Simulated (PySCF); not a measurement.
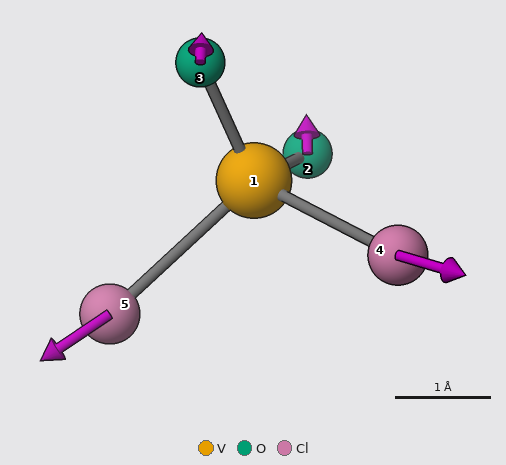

A relaxation of VO$_{2}$Cl$_{2}$ (charge −1). The starting structure is drawn; purple arrows show the displacements, 5 times their true length. The two geometries are superimposed by the best rigid fit.

The picture is a ball-and-stick view, seen at a tilt.

The start comes from GFN2-xTB.

Level of theory: PBE0-D3(BJ)/def2-SVP geometry optimisation, gas phase in PySCF 2.14.0, density-fitted response routines. 

Atoms of which element are displaced furthest, and by how much?

Answer. Chlorine: up to 0.18 Å, against 0.09 Å for oxygen.

Describe the change and its energy.

Answer. The largest moves after the best rigid fit, 0.18 Å, are those of Cl4 and Cl5. By element the largest moves are Cl 0.18 Å, O 0.09 Å, V 0.01 Å. Some distances before and after: V1–Cl4 2.074 → 2.252 Å, V1–O2 1.533 → 1.575 Å, V1–O3 1.533 → 1.573 Å. Bond angles that change, for instance: O2–V1–O3 113.6° → 107.9°. Over 4 geometry steps the energy falls by 0.694 eV. The largest force component goes from 3.6 to 0.021 eV/Å. The run took roughly 19 core-seconds on a shared host.

Limits of the set-up: the basis has no diffuse functions, which an anion needs.
